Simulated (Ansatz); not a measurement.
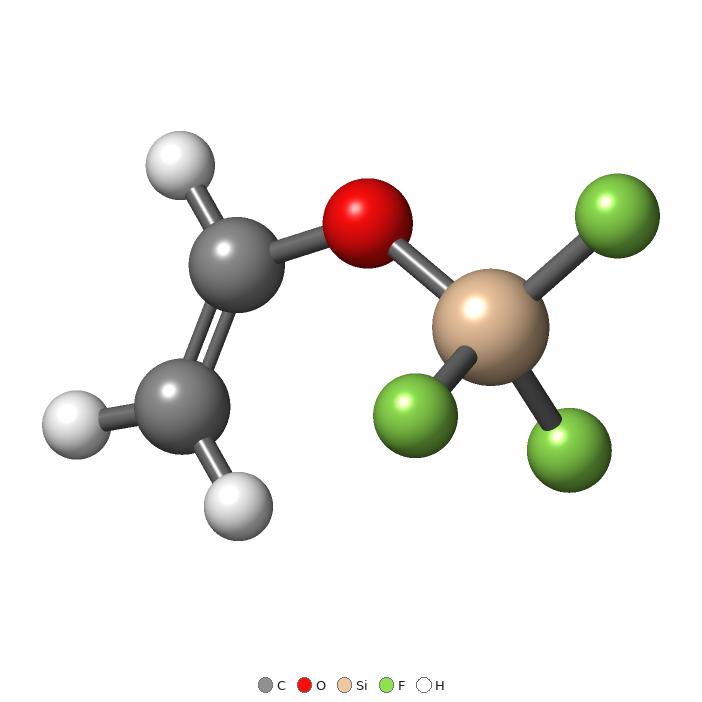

Simulated data, not a measurement (program: Ansatz).

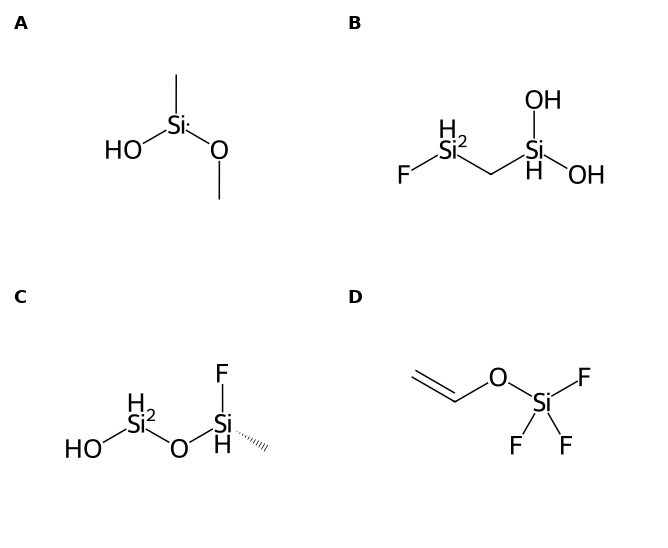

The first picture shows one of the molecules drawn in the second. Which?

Answer. D, `C=CO[Si](F)(F)F`.
